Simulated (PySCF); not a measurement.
Molecule: SMILES c1(sc(C(=O)O)cc1)OC. Atoms near the plane z = 0.8 Å, at the GFN2-xTB optimised geometry (x, y, z in Å): C1 (-2.3, -2.6, 0.0), O2 (-0.9, -2.8, 0.0), C3 (-0.2, -1.7, 0.0), C4 (1.2, -1.7, 0.0), C5 (1.7, -0.4, 0.0), C6 (0.8, 0.6, 0.0), C7 (1.0, 2.0, 0.0), O8 (2.1, 2.5, 0.0), O9 (-0.2, 2.7, 0.0), S10 (-0.8, -0.1, 0.0), H11 (-2.8, -3.6, 0.0), H12 (-2.7, -2.1, 0.9), H14 (1.8, -2.6, 0.0), H15 (2.8, -0.2, 0.0), H16 (0.0, 3.6, 0.0).

Level of theory: PySCF with CAM-B3LYP/def2-TZVP. The values are rescaled to run from 0 to 1.

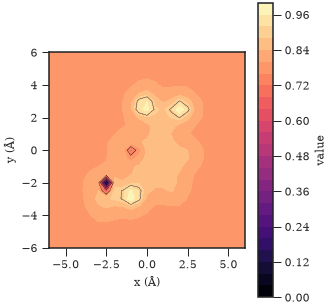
a field on the plane z = 0.8 Å.

Task: Which quantity is mapped?
A. Laplacian of the electron density
B. electrostatic potential
C. log10 of the electron density
D. deformation density (molecule minus spherical neutral atoms)

Result: A, Laplacian of the electron density. In full: Laplacian of the electron density (e/bohr⁵), clipped to [-1.50, 1.50].
